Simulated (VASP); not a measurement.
## How SCF threshold and plane-wave cutoff change a VASP run on Si2Ni

Aim: find how far the SCF threshold and plane-wave cutoff must be pushed for Si2Ni, and what that costs. The series runs use PBEsol. The SCF threshold tried: EDIFF = 0.01; EDIFF = 0.001; EDIFF = 1E-04; EDIFF = 1E-05; EDIFF = 1E-06; EDIFF = 1E-08. The plane-wave cutoff tried: ENCUT = 160; ENCUT = 200; ENCUT = 240; ENCUT = 270; ENCUT = 310; ENCUT = 350; ENCUT = 430; ENCUT = 540. The start is a cell from a database of measured crystal structures.

Method: PBEsol, spin-polarised from a ferromagnetic start (one magnetic atom a cell); plane waves and PAW (Si, Ni), in VASP 6.6.1.

**1. Starting point**

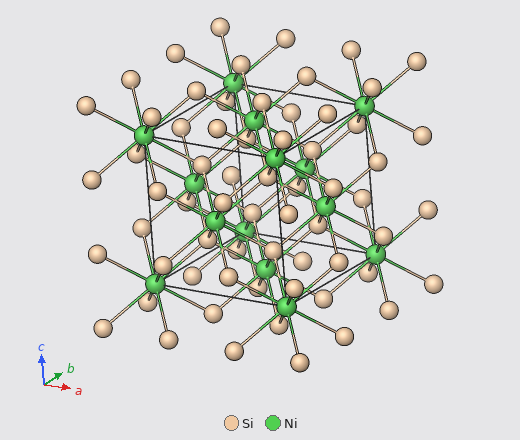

The starting structure, seen from a free direction (silicon light orange, nickel green). This picture shows the conventional cell, with its axes. Some periodic images of atoms are drawn too.

**2. SCF threshold: EDIFF = 0.01**

EDIFF stops the electronic loop; forces need it tighter than energies do. PBEsol restores the gradient expansion of exchange and is tuned for the cells of solids.

The input, INCAR:

```
SYSTEM = Si2Ni
PREC = Accurate
ENCUT = 400
EDIFF = 0.01
NELM = 100
ISMEAR = -1
SIGMA = 0.05
LREAL = .FALSE.
ALGO = Normal
GGA = PS
NBANDS = 17
ISPIN = 2
MAGMOM = 0 0 1
LASPH = .TRUE.
LMAXMIX = 4
LORBIT = 11
LWAVE = .FALSE.
LCHARG = .FALSE.
KPAR = 4
ISIF = 2
```

The input, POSCAR:

```
Si2Ni
1.0
    0.0000000000      2.7030000000      2.7030000000
    2.7030000000      0.0000000000      2.7030000000
    2.7030000000      2.7030000000      0.0000000000
Si Ni
2 1
Direct
    0.2500000000      0.2500000000      0.2500000000
    0.7500000000      0.7500000000      0.7500000000
    0.0000000000      0.0000000000      0.0000000000
```

The input, KPOINTS:

```
Automatic mesh
0
Gamma
7 7 7
0 0 0
```

Potentials, in the order of the species: Si and Ni (PBE family, release 64).

On the command line:

```bash
$ mpirun -np 4 vasp_std
```

Output:

```text
[banner, memory and clock lines left out]
running    4 mpi-ranks, on    1 nodes
 distrk:  each k-point on    1 cores,    4 groups
 distr:  one band on    1 cores,    1 groups

 POSCAR found type information on POSCAR SiNi
 POSCAR found :  2 types and       3 ions
|                                                                             |
|               ----> ADVICE to this user running VASP <----                  |
|                                                                             |
|     You enforced a specific xc type in the INCAR file but a different       |
|     [... a line on the potential file left out ...]
|     I HOPE YOU KNOW WHAT YOU ARE DOING!                                     |
|                                                                             |

 LDA part: xc-table for (Slater+PW92), standard interpolation
 POSCAR, INCAR and KPOINTS ok, starting setup
 FFT: planning ... GRIDC
 FFT: planning ... GRID_SOFT
 FFT: planning ... GRID
 WAVECAR not read
 entering main loop
       N       E                     dE             d eps       ncg     rms          rms(c)
DAV:   1     0.543080742696E+02    0.54308E+02   -0.62015E+03  1376   0.843E+02
DAV:   2    -0.182007798467E+02   -0.72509E+02   -0.65468E+02  1443   0.182E+02
DAV:   3    -0.210817568432E+02   -0.28810E+01   -0.28288E+01  1745   0.400E+01
DAV:   4    -0.211297130628E+02   -0.47956E-01   -0.47848E-01  1561   0.482E+00
DAV:   5    -0.211306717182E+02   -0.95866E-03   -0.95844E-03  1503   0.779E-01    0.178E+01
DAV:   6    -0.263186350787E+02   -0.51880E+01   -0.40664E+01  1422   0.145E+02    0.257E+01
DAV:   7    -0.191602034692E+02    0.71584E+01   -0.12691E+01  1711   0.893E+01    0.384E+00
DAV:   8    -0.190465102669E+02    0.11369E+00   -0.15775E+00  1803   0.190E+01    0.256E+00
DAV:   9    -0.190013508569E+02    0.45159E-01   -0.21797E-01  1660   0.741E+00    0.561E-01
DAV:  10    -0.190004717216E+02    0.87914E-03   -0.45909E-03   718   0.925E-01
   1 F= -.19000472E+02 E0= -.18997015E+02  d E =-.691435E-02  mag=     0.0050
```

It took 5.8 s on 4 MPI ranks of AMD EPYC 7R13 (Zen 3), shared host; peak memory 0.57 GiB.

Lines that name or quote the potential files are left out of all logs, and their timing lines are given in words.

From OUTCAR (step 2):

```text
ion  position               nearest neighbor table
   1  0.250  0.250  0.250-   3 2.34   3 2.34   3 2.34   3 2.34   2 2.70   2 2.70   2 2.70   2 2.70
                             2 2.70   2 2.70
   2  0.750  0.750  0.750-   3 2.34   3 2.34   3 2.34   3 2.34   1 2.70   1 2.70   1 2.70   1 2.70
                             1 2.70   1 2.70
   3  0.000  0.000  0.000-   2 2.34   1 2.34   2 2.34   1 2.34   2 2.34   2 2.34   1 2.34   1 2.34

  LATTYP: Found a face centered cubic cell.
 ALAT       =     5.4060000000

 Subroutine GETGRP returns: Found 48 space group operations
 (whereof 48 operations were pure point group operations)

The static configuration has the point symmetry O_h .

 Found     20 irreducible k-points:

   k-points           NKPTS =     20   k-points in BZ     NKDIM =     20   number of bands    NBANDS=     17

   dimension x,y,z NGX =    28 NGY =   28 NGZ =   28
   dimension x,y,z NGXF=    56 NGYF=   56 NGZF=   56

   ENCUT  =  400.0 eV  29.40 Ry    5.42 a.u.   6.23  6.23  6.23*2*pi/ulx,y,z

   NELECT =      18.0000    total number of electrons

 k-points in reciprocal lattice and weights: Automatic mesh
   0.00000000  0.00000000  0.00000000       0.003
   0.14285714  0.00000000  0.00000000       0.023
   0.28571429  0.00000000  0.00000000       0.023
   0.42857143  0.00000000  0.00000000       0.023
   0.14285714  0.14285714  0.00000000       0.017
   0.28571429  0.14285714  0.00000000       0.070
   0.42857143  0.14285714  0.00000000       0.070
  -0.42857143  0.14285714  0.00000000       0.070
  -0.28571429  0.14285714  0.00000000       0.070
[...]
-0.42857143  0.42857143  0.14285714       0.070
  -0.28571429  0.42857143  0.14285714       0.070

 average (electrostatic) potential at core
       1 -79.6636       2 -79.6636       3 -82.1656

 E-fermi :  10.2733

 spin component 1
 k-point     1 :       0.0000    0.0000    0.0000
  band No.  band energies     occupation
    ...
      3       5.1186      1.00000
      4       5.1187      1.00000
      5       6.8058      1.00000
      6       6.8059      1.00000
      7      10.0799      0.97956
      8      12.0505      0.00000
      9      12.0505      0.00000
     10      12.0505      0.00000
     11      12.6027      0.00000
     12      12.6027      0.00000
    ...

 k-point     2 :       0.1429    0.0000    0.0000
  band No.  band energies     occupation
    ...
      3       5.2109      1.00000
      4       5.2109      1.00000
      5       6.7571      1.00000
      6       6.7571      1.00000
      7       9.2301      1.00000
      8      10.9883      0.00000
      9      11.0589      0.00000
     10      11.0589      0.00000
     11      13.3412      0.00000
     12      13.3412      0.00000
    ...

 k-point     3 :       0.2857    0.0000    0.0000
  band No.  band energies     occupation
    ...
      5       6.7394      1.00000
      6       6.7394      1.00000
      7       7.4962      1.00000
      8       9.9396      0.99874
      9       9.9396      0.99874
     10      11.6081      0.00000
     11      12.6314      0.00000
     12      12.6314      0.00000
     13      13.5787      0.00000
     14      16.3267      0.00000
    ...

 k-point     4 :       0.4286    0.0000    0.0000
  band No.  band energies     occupation
    ...
      5       6.6845      1.00000
      6       6.9248      1.00000
      7       6.9248      1.00000
      8       9.0576      1.00000
      9       9.0576      1.00000
     10      12.0461      0.00000
     11      12.2016      0.00000
     12      12.2016      0.00000
     13      13.0195      0.00000
     14      18.7428      0.00000
    ...

 k-point     5 :       0.1429    0.1429    0.0000
  band No.  band energies     occupation
    ...
      5       6.5474      1.00000
      6       6.8793      1.00000
      7       9.9352      0.99885
      8       9.9352      0.99885
      9       9.9742      0.99748
     10      10.9163      0.00000
     11      13.0770      0.00000
     12      13.3301      0.00000
     13      15.0835      0.00000
     14      15.0835      0.00000
    ...

 k-point     6 :       0.2857    0.1429    0.0000
  band No.  band energies     occupation
    ...
      5       6.2811      1.00000
      6       6.9353      1.00000
      7       7.8904      1.00000
      8       9.0201      1.00000
      9       9.5812      1.00000
     10      10.7391      0.00009
     11      13.3076      0.00000
     12      13.9246      0.00000
     13      14.4496      0.00000
     14      15.1565      0.00000
    ...

  Total        0.4241426      0.4241426      0.4241426      0.0000000     -0.0000000      0.0000000
  in kB       17.2049879     17.2049879     17.2049879      0.0000000     -0.0000000      0.0000000
  external PRESSURE =      17.2049879 kB  Pullay stress =       0.0000000 kB

  energy-cutoff  :      400.00
  volume of cell :       39.50
      direct lattice vectors                 reciprocal lattice vectors
     0.000000000  2.703000000  2.703000000    -0.184979652  0.184979652  0.184979652
     2.703000000  0.000000000  2.703000000     0.184979652 -0.184979652  0.184979652
     2.703000000  2.703000000  0.000000000     0.184979652  0.184979652 -0.184979652

 POSITION                                       TOTAL-FORCE (eV/Angst)
 -----------------------------------------------------------------------------------
      1.35150      1.35150      1.35150         0.000000      0.000000      0.000000
      4.05450      4.05450      4.05450        -0.000000     -0.000000     -0.000000
      0.00000      0.00000      0.00000        -0.000000      0.000000      0.000000
 -----------------------------------------------------------------------------------
    total drift:                               -0.000000     -0.000000      0.000000

  FREE ENERGIE OF THE ION-ELECTRON SYSTEM (eV)
  ---------------------------------------------------
  free  energy   TOTEN  =       -19.0004717216 eV

  energy  without entropy=      -18.9935573696  energy(sigma->0) =      -18.99701455

 total charge
# of ion       s       p       d       tot
------------------------------------------
    1        0.739   0.843   0.000   1.581
    2        0.739   0.843   0.000   1.581
    3        0.565   0.810   8.458   9.833
--------------------------------------------------
tot          2.042   2.495   8.458  12.996

 magnetization (x)
# of ion       s       p       d       tot
------------------------------------------
    1       -0.000  -0.000   0.000  -0.000
    2       -0.000  -0.000   0.000  -0.000
    3       -0.000  -0.000   0.000  -0.000
--------------------------------------------------
tot         -0.000  -0.000   0.000  -0.000

[... 6 further parts left out ...]
```

The moments of the start collapse, so the state is non-magnetic; other starts or orders were not tried. The k-mesh is coarse for a metal. The PAW data sets were made with PBE, which is usual practice but a small mismatch for other functionals.

This step gave:

```yaml
scf_cycles: 10
electrons: 18
bands: 17
irreducible_k_points: 20
symmetry_operations: 48
free_energy_toten: -19.00 eV
energy_at_zero_smearing: -19.00 eV
fermi_energy: 10.27 eV
pressure: 1.720 GPa
moment_of_the_cell_from_the_last_line_of_the_log: 0.005 μB
metallic: yes
```

The spin moment in the PAW sphere vanishes on all atoms.

The series starts at -6.3323 eV an atom and 1.72 GPa, after 10 cycles in 5.8 s.

**3. SCF threshold: EDIFF = 0.001**

Changes to INCAR since step 2:

```diff
@@ -3,3 +3,3 @@
 ENCUT = 400
-EDIFF = 0.01
+EDIFF = 0.001
 NELM = 100
```

POSCAR is that of step 2.

KPOINTS is that of step 2.

On the command line:

```bash
$ mpirun -np 4 vasp_std
```

Output:

```text
[banner, memory and clock lines left out]
running    4 mpi-ranks, on    1 nodes
[...]
[... a notice as in an earlier step ...]

 LDA part: xc-table for (Slater+PW92), standard interpolation
 POSCAR, INCAR and KPOINTS ok, starting setup
[...]
entering main loop
       N       E                     dE             d eps       ncg     rms          rms(c)
[... 4 cycles as in an earlier step ...]
DAV:   5    -0.211307732756E+02   -0.10602E-02   -0.10601E-02  1727   0.779E-01    0.178E+01
DAV:   6    -0.263156980220E+02   -0.51849E+01   -0.40635E+01  1422   0.145E+02    0.257E+01
DAV:   7    -0.191601130065E+02    0.71556E+01   -0.12689E+01  1711   0.893E+01    0.384E+00
DAV:   8    -0.190465278775E+02    0.11359E+00   -0.15762E+00  1803   0.190E+01    0.256E+00
DAV:   9    -0.190013514204E+02    0.45176E-01   -0.21789E-01  1672   0.741E+00    0.561E-01
DAV:  10    -0.190005910946E+02    0.76033E-03   -0.57905E-03  1718   0.928E-01
   1 F= -.19000591E+02 E0= -.18997134E+02  d E =-.691427E-02  mag=     0.0050
```

Elapsed: 8.6 s, on 4 MPI ranks; peak memory 0.57 GiB; 27 s of CPU time.

OUTCAR, selected parts (step 3):

```text
  Total        0.7052789      0.7052789      0.7052789      0.0000000      0.0000000     -0.0000000
  in kB       28.6090426     28.6090426     28.6090426      0.0000000      0.0000000     -0.0000000
  external PRESSURE =      28.6090426 kB  Pullay stress =       0.0000000 kB

 POSITION                                       TOTAL-FORCE (eV/Angst)
 -----------------------------------------------------------------------------------
      1.35150      1.35150      1.35150         0.000000      0.000000      0.000000
      4.05450      4.05450      4.05450        -0.000000     -0.000000     -0.000000
      0.00000      0.00000      0.00000        -0.000000     -0.000000      0.000000
 -----------------------------------------------------------------------------------
    total drift:                               -0.000000     -0.000000      0.000000

  FREE ENERGIE OF THE ION-ELECTRON SYSTEM (eV)
  ---------------------------------------------------
  free  energy   TOTEN  =       -19.0005910946 eV

  energy  without entropy=      -18.9936768267  energy(sigma->0) =      -18.99713396

 magnetization (x)
# of ion       s       p       d       tot
------------------------------------------
    1       -0.000  -0.000   0.000  -0.000
    2       -0.000  -0.000   0.000  -0.000
    3        0.000  -0.000   0.000   0.000
--------------------------------------------------
tot         -0.000  -0.000   0.000  -0.000

[... 2 parts as in an earlier step ...]

[... 1 further part left out ...]
[key lines of the parts left out:]
E-fermi :  10.2734
```

Against the run before the energy moves by -0.04 meV an atom and the pressure by +1.14 GPa, after 10 cycles in 8.6 s.

**4. SCF threshold: EDIFF = 1E-04**

Changes to INCAR since step 3:

```diff
@@ -3,3 +3,3 @@
 ENCUT = 400
-EDIFF = 0.001
+EDIFF = 1E-04
 NELM = 100
```

POSCAR is that of step 3.

KPOINTS is that of step 3.

On the command line:

```bash
$ mpirun -np 4 vasp_std
```

Output:

```text
[... set-up lines as in an earlier step ...]
 entering main loop
       N       E                     dE             d eps       ncg     rms          rms(c)
[... 9 cycles as in an earlier step ...]
DAV:  10    -0.190005949398E+02    0.75648E-03   -0.58289E-03  1907   0.928E-01    0.350E-01
DAV:  11    -0.190003125879E+02    0.28235E-03   -0.66686E-04  1792   0.394E-01    0.154E-01
DAV:  12    -0.190003051328E+02    0.74551E-05   -0.69856E-05   730   0.665E-02
   1 F= -.19000305E+02 E0= -.18996845E+02  d E =-.692087E-02  mag=    -0.0002
```

Wall time 12 s (4 MPI ranks); peak memory 0.58 GiB; 35 s of CPU time.

Parts of OUTCAR (step 4):

```text
  Total       -0.2700045     -0.2700045     -0.2700045      0.0000000      0.0000000     -0.0000000
  in kB      -10.9525062    -10.9525062    -10.9525062      0.0000000      0.0000000     -0.0000000
  external PRESSURE =     -10.9525062 kB  Pullay stress =       0.0000000 kB

 POSITION                                       TOTAL-FORCE (eV/Angst)
 -----------------------------------------------------------------------------------
      1.35150      1.35150      1.35150         0.000000      0.000000      0.000000
      4.05450      4.05450      4.05450        -0.000000     -0.000000     -0.000000
      0.00000      0.00000      0.00000        -0.000000     -0.000000     -0.000000
 -----------------------------------------------------------------------------------
    total drift:                               -0.000000     -0.000000      0.000000

  FREE ENERGIE OF THE ION-ELECTRON SYSTEM (eV)
  ---------------------------------------------------
  free  energy   TOTEN  =       -19.0003051328 eV

  energy  without entropy=      -18.9933842617  energy(sigma->0) =      -18.99684470

 magnetization (x)
# of ion       s       p       d       tot
------------------------------------------
    1        0.000   0.000   0.000   0.000
    2        0.000   0.000   0.000   0.000
    3       -0.000  -0.000   0.000   0.000
--------------------------------------------------
tot          0.000   0.000   0.000   0.000

[... 2 parts as in an earlier step ...]

[... 1 further part left out ...]
[key lines of the parts left out:]
E-fermi :  10.2941
```

Against the run before the energy moves by +0.10 meV an atom and the pressure by -3.96 GPa, after 12 cycles in 12 s.

**5. SCF threshold: EDIFF = 1E-05**

Changes to INCAR since step 4:

```diff
@@ -3,3 +3,3 @@
 ENCUT = 400
-EDIFF = 1E-04
+EDIFF = 1E-05
 NELM = 100
```

POSCAR is that of step 4.

KPOINTS is that of step 4.

On the command line:

```bash
$ mpirun -np 4 vasp_std
```

Output:

```text
[... set-up lines as in an earlier step ...]
 entering main loop
       N       E                     dE             d eps       ncg     rms          rms(c)
[... 10 cycles as in an earlier step ...]
DAV:  11    -0.190003127443E+02    0.28220E-03   -0.66841E-04  1822   0.394E-01    0.154E-01
DAV:  12    -0.190003060799E+02    0.66644E-05   -0.77831E-05  1576   0.662E-02
   1 F= -.19000306E+02 E0= -.18996846E+02  d E =-.692087E-02  mag=    -0.0001
```

Run time: 12 s. Hardware: 4 MPI ranks; peak memory 0.58 GiB; 35 s of CPU time.

Parts of OUTCAR (step 5):

```text
  Total       -0.2903160     -0.2903160     -0.2903160      0.0000000      0.0000000     -0.0000000
  in kB      -11.7764250    -11.7764250    -11.7764250      0.0000000      0.0000000     -0.0000000
  external PRESSURE =     -11.7764250 kB  Pullay stress =       0.0000000 kB

 POSITION                                       TOTAL-FORCE (eV/Angst)
 -----------------------------------------------------------------------------------
      1.35150      1.35150      1.35150        -0.000000     -0.000000     -0.000000
      4.05450      4.05450      4.05450         0.000000      0.000000      0.000000
      0.00000      0.00000      0.00000        -0.000000     -0.000000     -0.000000
 -----------------------------------------------------------------------------------
    total drift:                               -0.000000     -0.000000      0.000000

  FREE ENERGIE OF THE ION-ELECTRON SYSTEM (eV)
  ---------------------------------------------------
  free  energy   TOTEN  =       -19.0003060799 eV

  energy  without entropy=      -18.9933852089  energy(sigma->0) =      -18.99684564

[... 3 parts as in an earlier step ...]

[... 1 further part left out ...]
[key lines of the parts left out:]
E-fermi :  10.2941
```

Against the run before the energy stays within 0.01 meV an atom; the pressure moves by -0.08 GPa, after 12 cycles in 12 s.

**6. SCF threshold: EDIFF = 1E-06**

Changes to INCAR since step 5:

```diff
@@ -3,3 +3,3 @@
 ENCUT = 400
-EDIFF = 1E-05
+EDIFF = 1E-06
 NELM = 100
```

POSCAR is that of step 5.

KPOINTS is that of step 5.

On the command line:

```bash
$ mpirun -np 4 vasp_std
```

Output:

```text
[... set-up lines as in an earlier step ...]
 entering main loop
       N       E                     dE             d eps       ncg     rms          rms(c)
[... 11 cycles as in an earlier step ...]
DAV:  12    -0.190003060798E+02    0.66645E-05   -0.77831E-05  1579   0.662E-02    0.390E-02
DAV:  13    -0.190003088963E+02   -0.28165E-05   -0.46119E-06  1606   0.285E-02    0.145E-02
DAV:  14    -0.190003088683E+02    0.27979E-07   -0.17196E-06  1319   0.244E-02
   1 F= -.19000309E+02 E0= -.18996848E+02  d E =-.692138E-02  mag=     0.0001
```

Run time: 12 s. Hardware: 4 MPI ranks; peak memory 0.58 GiB.

Parts of OUTCAR (step 6):

```text
  Total       -0.3981776     -0.3981776     -0.3981776      0.0000000     -0.0000000      0.0000000
  in kB      -16.1517368    -16.1517368    -16.1517368      0.0000000     -0.0000000      0.0000000
  external PRESSURE =     -16.1517368 kB  Pullay stress =       0.0000000 kB

 POSITION                                       TOTAL-FORCE (eV/Angst)
 -----------------------------------------------------------------------------------
      1.35150      1.35150      1.35150         0.000000     -0.000000      0.000000
      4.05450      4.05450      4.05450        -0.000000      0.000000      0.000000
      0.00000      0.00000      0.00000        -0.000000     -0.000000     -0.000000
 -----------------------------------------------------------------------------------
    total drift:                               -0.000000     -0.000000      0.000000

  FREE ENERGIE OF THE ION-ELECTRON SYSTEM (eV)
  ---------------------------------------------------
  free  energy   TOTEN  =       -19.0003088683 eV

  energy  without entropy=      -18.9933874932  energy(sigma->0) =      -18.99684818

 magnetization (x)
# of ion       s       p       d       tot
------------------------------------------
    1       -0.000  -0.000   0.000  -0.000
    2       -0.000  -0.000   0.000  -0.000
    3        0.000   0.000   0.000   0.000
--------------------------------------------------
tot         -0.000  -0.000   0.000   0.000

[... 2 parts as in an earlier step ...]

[... 1 further part left out ...]
[key lines of the parts left out:]
E-fermi :  10.2964
```

Against the run before the energy stays within 0.01 meV an atom; the pressure moves by -0.44 GPa, after 14 cycles in 12 s.

(Continued in part 2 of 3.)

[Lines on the potential files, build, host, timing and source positions are cut from VASP's logs without a mark.]

[Logs are printed without paths, hosts, clocks, repeated set-up lines and the standing remarks that a program may print on its own settings, such as how far it seeks lower states.]

[Hosts, paths, dates, database ids (printed as entryN), source tags and the programs' standing remarks are cut or masked in the printed files.]

[A measured line is paired with the nearest computed mode of its activity, which favours agreement.]
